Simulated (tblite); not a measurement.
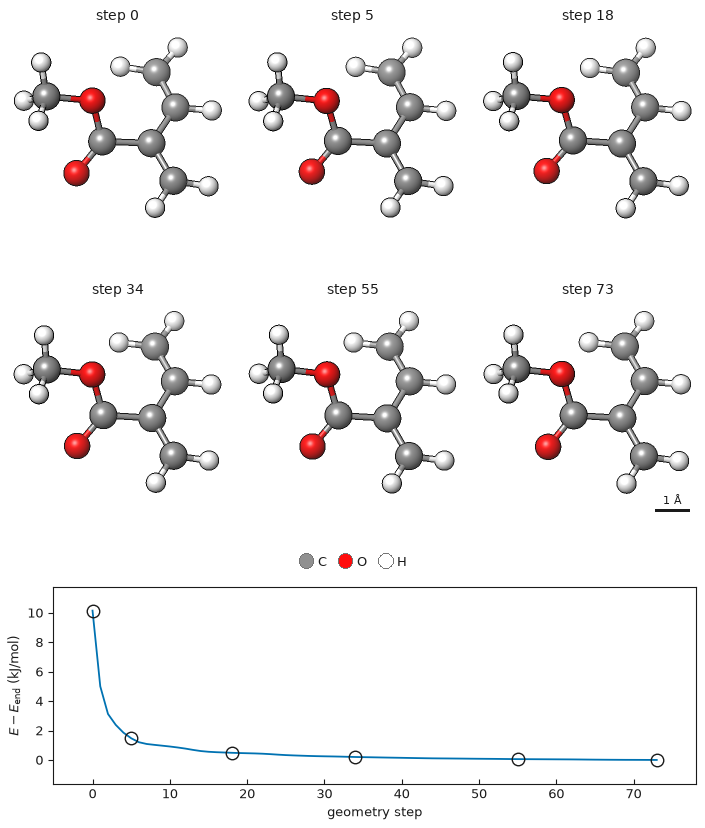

Frames of a relaxation of C6H8O2, marked on the history of the run. A ball-and-stick model, seen at a tilt.

All numbers below come from GFN2-xTB geometry optimisation, gas phase in tblite 0.8.0. 

What happens along the run?

Answer. The largest move after the best rigid fit is that of an O atom, 0.19 Å. By element the largest moves are O 0.19 Å, H 0.13 Å, C 0.08 Å. Some distances before and after: C–H 1.096 → 1.076 Å, C–O 1.356 → 1.339 Å, C–O 1.435 → 1.419 Å, C–O 1.220 → 1.205 Å. Bond angles that change, for instance: O–C–O 126.7° → 123.2°, C–C–O 109.4° → 112.6°, C–C–C 124.1° → 121.1°. Over 73 geometry steps the energy falls by 10.1 kJ/mol. From step 0 to 5: an O atom moves most (0.05 Å), energy −8.67 kJ/mol. From step 5 to 18: an H atom moves most (0.07 Å), energy −0.99 kJ/mol. From step 18 to 34: an H atom moves most (0.06 Å), energy −0.29 kJ/mol. From step 34 to 55: an O atom moves most (0.07 Å), energy −0.14 kJ/mol. From step 55 to 73: an O atom moves most (0.07 Å), energy −0.06 kJ/mol.
